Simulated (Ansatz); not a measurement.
**HfN (Fm-3m): equation of state with a fit, by script**

Where is the equilibrium volume of HfN (Fm-3m), and how stiff is it? A script is to give an equation of state with a fit; the system is HfN (Fm-3m).

Computed with Ansatz 0.2.0 through its Python package. Level of theory: DFT PBE, plane waves, PAW.

## Step 1: The structure

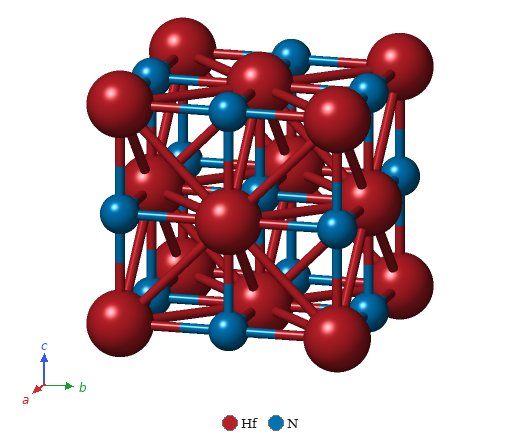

The starting structure, viewed slightly off an axis; hafnium red, nitrogen blue. The cell is the conventional one. Atoms on cell faces are repeated.

The script holds or builds the structure itself.

## Step 2: Script

run_eos.py

```python
import ansatz
import numpy as np
from pymatgen.analysis.eos import EOS

VECTORS = np.array([
    [0.0, 2.256, 2.256],
    [2.256, 0.0, 2.256],
    [2.256, 2.256, 0.0],
])
SITES = [
    ("Hf", (0.0, 0.0, 0.0)),
    ("N", (0.5, 0.5, 0.5)),
]


def build(cell):
    crystal = ansatz.Crystal(lattice=ansatz.Lattice.of(cell))
    for symbol, position in SITES:
        crystal = crystal.atom(symbol, position)
    return crystal


def main() -> None:
    volumes, energies, pressures = [], [], []
    for scale in np.linspace(0.9, 1.1, 9):
        cell = VECTORS * scale ** (1 / 3)
        calculation = (
            build(cell).calculation()
            .functional("pbe")
            .basis(450)
            .occupations("fermi_dirac")
            .kpoints(11, 11, 11)
            .stress()
        )
        data = calculation.run(threads=1).report
        volumes.append(abs(np.linalg.det(cell)) / len(SITES))
        energies.append(data["free_energy_ev"] / len(SITES))
        pressures.append(np.trace(data["stress_gpa"]) / 3)
        print(f"V = {volumes[-1]:8.4f} A^3/atom  F = {energies[-1]:.5f} eV/atom  P = {pressures[-1]:8.3f} GPa")

    for form in ["vinet"]:
        fit = EOS(eos_name=form).fit(volumes, energies)
        print(f"{form:18s} V0 {fit.v0:8.4f} A^3/atom  B0 {fit.b0_GPa:7.1f} GPa  B1 {fit.b1:5.2f}")


if __name__ == "__main__":
    main()
```

## Step 3: Launch

Run with:

```
$ python run_eos.py
```

The log of the run:

```text
V =  10.3338 A^3/atom  F = -8054.17126 eV/atom  P =   44.807 GPa
V =  10.6208 A^3/atom  F = -8054.24103 eV/atom  P =   33.324 GPa
V =  10.9079 A^3/atom  F = -8054.29151 eV/atom  P =   23.254 GPa
V =  11.1949 A^3/atom  F = -8054.32508 eV/atom  P =   14.410 GPa
V =  11.4820 A^3/atom  F = -8054.34379 eV/atom  P =    6.643 GPa
V =  11.7690 A^3/atom  F = -8054.34945 eV/atom  P =   -0.181 GPa
V =  12.0561 A^3/atom  F = -8054.34364 eV/atom  P =   -6.180 GPa
V =  12.3431 A^3/atom  F = -8054.32775 eV/atom  P =  -11.451 GPa
V =  12.6302 A^3/atom  F = -8054.30300 eV/atom  P =  -16.081 GPa
vinet              V0  11.7607 A^3/atom  B0   263.0 GPa  B1  4.32
```

Wall time 19 s (1 thread of Arm Neoverse V1, shared host); peak memory 0.45 GiB.

## Step 4: The engine's runs

One row for each of the 9 runs:

| run | volume (Å³/atom) | energy from run 6 (meV/atom) | pressure (GPa) | SCF cycles | CPU time (s) |
| --- | --- | --- | --- | --- | --- |
| 1 | 10.334 | 178.19 | 44.81 | 6 | 2.2 |
| 2 | 10.621 | 108.41 | 33.32 | 6 | 1.8 |
| 3 | 10.908 | 57.94 | 23.25 | 6 | 1.7 |
| 4 | 11.195 | 24.36 | 14.41 | 6 | 1.9 |
| 5 | 11.482 | 5.66 | 6.64 | 6 | 1.6 |
| 6 | 11.769 | 0.00 | -0.18 | 6 | 1.7 |
| 7 | 12.056 | 5.81 | -6.18 | 6 | 1.9 |
| 8 | 12.343 | 21.70 | -11.45 | 6 | 1.7 |
| 9 | 12.630 | 46.45 | -16.08 | 6 | 1.8 |

Energies are free energies F = E - TS of the smeared occupations. 

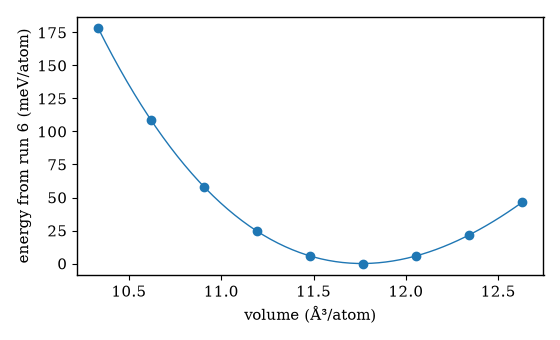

Energy against volume; the line is a third-order Birch-Murnaghan fit.

## Step 5: Results

```
                      quantity            value
                 runs compared                9
               range of energy  178.19 meV/atom
lowest point, volume (Å³/atom)           11.769
      equilibrium volume (fit)    11.76 Å³/atom
            bulk modulus (fit)          263 GPa
```

What this shows: A third-order Birch-Murnaghan fit through the 9 points (the script's own form differs a little) has its minimum at 11.76 Å³ an atom, 2.4 % above the typed cell, with a bulk modulus of 263 GPa and dB/dP = 4.3. From that minimum the energy rises by 178.2 meV an atom on the compressed side and 46.5 meV on the expanded side. What to keep in mind:
- Spin is left out of this run.
- The mesh is modest for a metal, so energies can be off by several to tens of meV an atom and pressures by half a GPa or more; differences at equal mesh fare better.
- Pressure is positive in compression.
- Spin-orbit coupling, which matters for elements this heavy, is left out.
- At these settings the cell as given stands under about 7 GPa, so it isn't at this functional's equilibrium volume.
